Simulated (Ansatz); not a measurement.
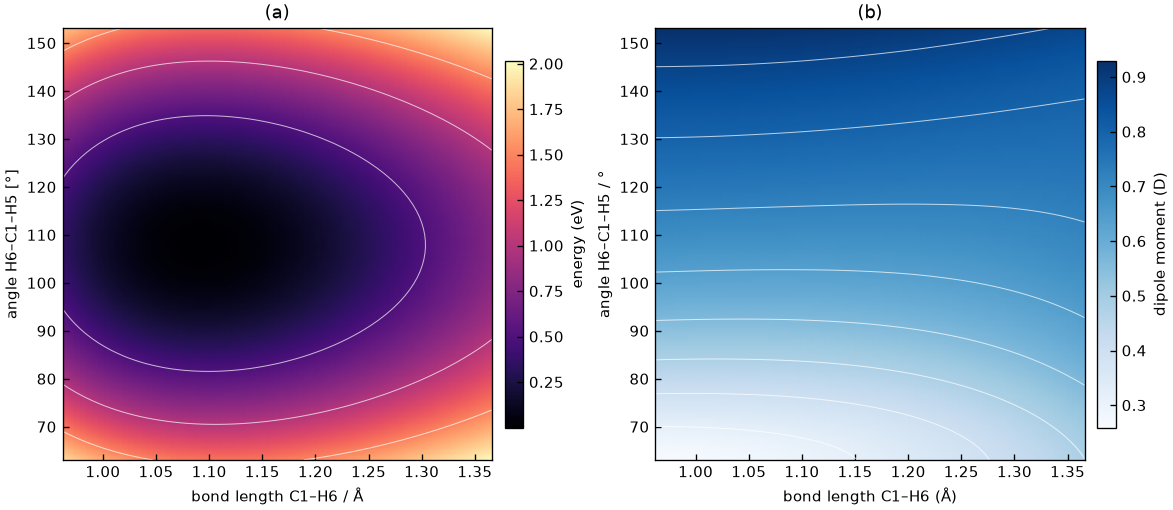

CH₅AlO, SMILES [CH3][AlH][OH]. First axis: bond length C1–H6. Second axis: angle H6–C1–H5. Nothing is relaxed (all other coordinates rigid). Grid: 13 × 13 points. Points are written as (first, second). Energies: eV, counted from the relaxed molecule at the same level. Level of theory: Ansatz 0.2.0, RKS CAM-B3LYP-D4/def2-TZVP.

Panel (a) is the energy and panel (b) the computed dipole moment on the same grid.

Drawn: a smooth colour map with a few white contour lines. Between grid points the surface is interpolated.

How does the dipole moment vary over the map, and what is it at the lowest grid point?

Answer. Leaving out the highest fifth of the energies, it runs from 0.33 D at (0.995 Å, 70.6°) to 0.88 D at (0.995 Å, 145.6°). At the lowest grid point, (1.096 Å, 108.1°), it is 0.67 D.
